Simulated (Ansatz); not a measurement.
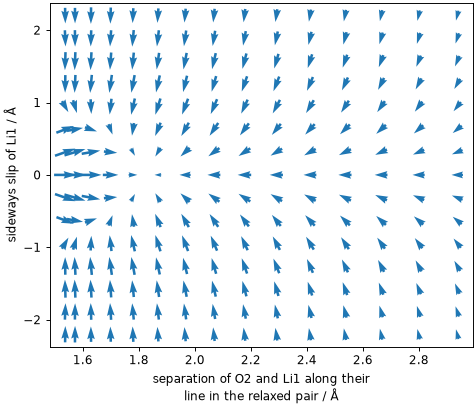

H2LiO, charge +1. First axis: separation of O2 and Li1 along their line in the relaxed pair. Second axis: sideways slip of Li1. Nothing is relaxed (both partners rigid). Grid: 15 × 15 points; 120 points were computed and 105 follow by symmetry. Points are written as (first, second). Theory: RKS B3LYP-D4/def2-TZVPD in Ansatz.

The picture shows arrows along the force (downhill), their lengths compressed.

### The arrows alone are given. Where is the energy lowest?

The arrows converge at about (1.830 Å, 0.000 Å) (read from the interpolated surface).

The energy map of the same scan:

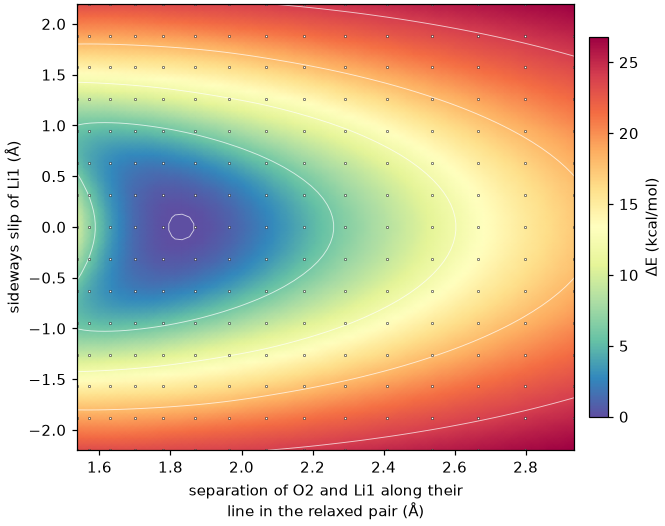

Energies are in kcal/mol, from the lowest grid point; between grid points the surface is interpolated.
